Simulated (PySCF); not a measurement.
## Run report: Hf⁺, atomic calculation

System: Hf⁺, configuration 1s2 2s2 2p6 3s2 3p6 3d10 4s2 4p6 4d10 4f14 5s2 5p6 5d1 6s2, multiplicity 2.
Method: unrestricted PBE, jorge-DZP-DKH, spin-free X2C-1e, Gaussian nucleus (PySCF).

**The input**
```python
from pyscf import gto, scf, dft, mp, cc
import basis_set_exchange as bse
mol = gto.M(atom="Hf 0 0 0", charge=1, spin=1, symmetry="D2h",
            basis=gto.basis.parse(bse.get_basis("jorge-DZP-DKH", elements=["Hf"], fmt="nwchem", header=False)),
            nucmod="G")
mf = dft.UKS(mol, xc="PBE").sfx2c1e()
mf.irrep_nelec = {'Ag': (10, 10), 'B1g': (3, 2), 'B2g': (2, 2), 'B3g': (2, 2), 'Au': (1, 1), 'B1u': (6, 6), 'B2u': (6, 6), 'B3u': (6, 6)}
mf.kernel()
```

The script is an equivalent of what the driver set up; the driver started from orbitals of its own, so the log can be shorter than this script's would be, and it computed the properties (radii, ⟨L²⟩, response) afterwards. It also set what the script leaves out: hgrid = 0.8. It held the occupations shell by shell, which the script's counts by irreducible representation don't always enforce.

Launched within a batch (the task file carries these settings):
```bash
OMP_NUM_THREADS=1 python <driver script> TASK.json OUT
```

**Output (extracts)**
```
damping factor = 0
level_shift factor = 0
DIIS = <class 'pyscf.scf.diis.CDIIS'>
diis_start_cycle = 1
diis_space = 10
diis_damp = 0
SCF conv_tol = 1e-09
SCF conv_tol_grad = None
number electrons alpha = 36  beta = 35
XC functionals = PBE
    J. P. Perdew, K. Burke, and M. Ernzerhof.,  Phys. Rev. Lett. 77, 3865 (1996)
    J. P. Perdew, K. Burke, and M. Ernzerhof.,  Phys. Rev. Lett. 78, 1396 (1997)
    J. P. Perdew, K. Burke, and M. Ernzerhof.,  Phys. Rev. Lett. 77, 3865 (1996)
    J. P. Perdew, K. Burke, and M. Ernzerhof.,  Phys. Rev. Lett. 78, 1396 (1997)
cycle= 1 E= -15057.4108658149  delta_E= -0.0681  |g|= 0.429  |ddm|= 1.33
cycle= 2 E= -15057.4075028107  delta_E= 0.00336  |g|= 0.481  |ddm|= 0.914
cycle= 3 E= -15057.4245925989  delta_E= -0.0171  |g|= 0.00637  |ddm|= 0.31
cycle= 4 E= -15057.4246111792  delta_E= -1.86e-05  |g|= 0.00108  |ddm|= 0.0403
cycle= 5 E= -15057.4246131379  delta_E= -1.96e-06  |g|= 0.00118  |ddm|= 0.0311
cycle= 6 E= -15057.4246085421  delta_E= 4.6e-06  |g|= 0.000139  |ddm|= 0.0185
cycle= 7 E= -15057.4246085446  delta_E= -2.51e-09  |g|= 3.06e-05  |ddm|= 0.00104
cycle= 8 E= -15057.4246085442  delta_E= 4.66e-10  |g|= 2.07e-05  |ddm|= 0.000639
converged SCF energy = -15057.4246085442  <S^2> = 0.76000705  2S+1 = 2.0099821
```

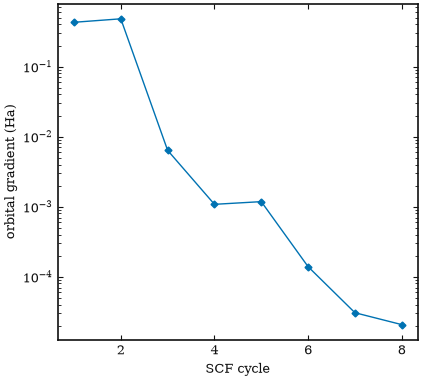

Fig. 1: Convergence: orbital gradient against the SCF cycle. The residual falls almost steadily, with no more than small rises or pauses. It goes from 0.43 to 2.1×10⁻⁵ in 8 steps.

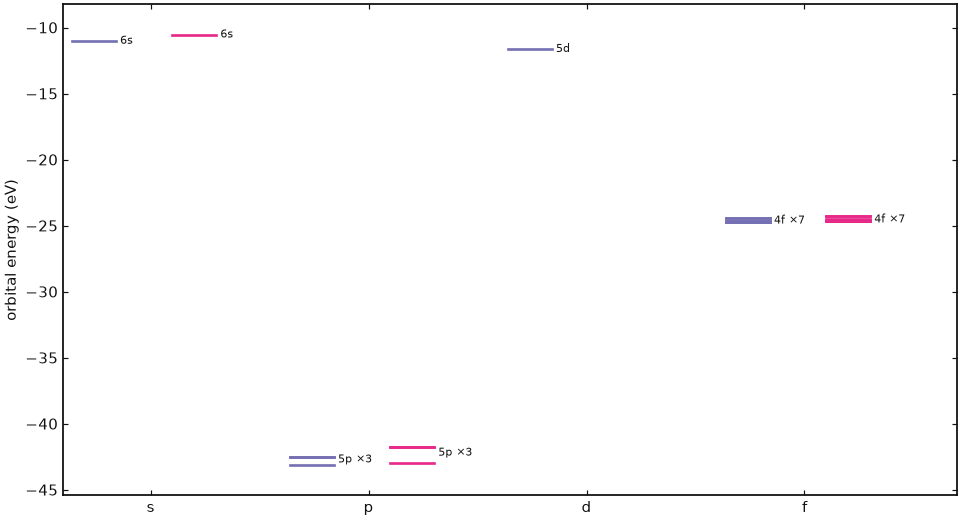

Fig. 2: Orbital energies of the mean field, from the top down to −43.1 eV, by angular momentum, α spin at the left of each column and β at the right; ×n counts the orbitals under one label. Empty levels that the record names by l alone aren't drawn. The highest filled orbital is 6s β at −10.5 eV, the lowest empty one d α at −11.8 eV.

**What the run reported**

- outcome: converged
- total energy: −15057.4246 hartree
- ⟨S²⟩: 0.760
- ⟨L²⟩: 6.40
- SCF iterations: 8
- hardware: 1 thread of Arm Neoverse V2, 23 GiB of memory available, shared host
- wall time: 0.56 s

**What is odd here**

One thing in this input was made odd on purpose: grid misses charge; radial grid too coarse. The program ran to the end. Its numbers are those of this setting; this run alone doesn't show how far the oddity moves them. The driver held the occupations shell by shell, and empty d levels lie below the filled 6s. The script shown fixes the counts by irreducible representation only, so by itself it can fall to another configuration. Radii and densities are those of the two-component orbitals, without the picture-change correction, so the innermost s shells come out slightly too small (about 1 % for 1s near Z = 40, more for heavier atoms).
